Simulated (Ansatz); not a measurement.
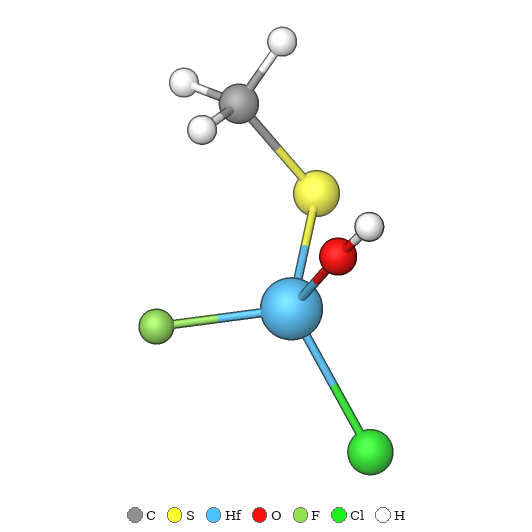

The species is neutral and a spin singlet. Computed geometry: PBE0-D4/def2-TZVP optimisation. No frequency run is at hand to confirm it as a minimum. Program: Ansatz 0.2.0.

Compare HOMO–LUMO gap (eV), dipole (D), HOMO energy (eV) at these levels: B3LYP-D4/def2-TZVPP; PBE-D4/def2-TZVPP; r2SCAN-D4/def2-TZVPP; ωB97M-V/def2-TZVPP.

```csv
level,HOMO–LUMO gap (eV),dipole (D),HOMO energy (eV)
B3LYP-D4/def2-TZVPP,5.43,3.40,−7.02
PBE-D4/def2-TZVPP,3.84,3.39,−6.05
r2SCAN-D4/def2-TZVPP,4.30,3.50,−6.33
ωB97M-V/def2-TZVPP,10.06,3.41,−9.41
```
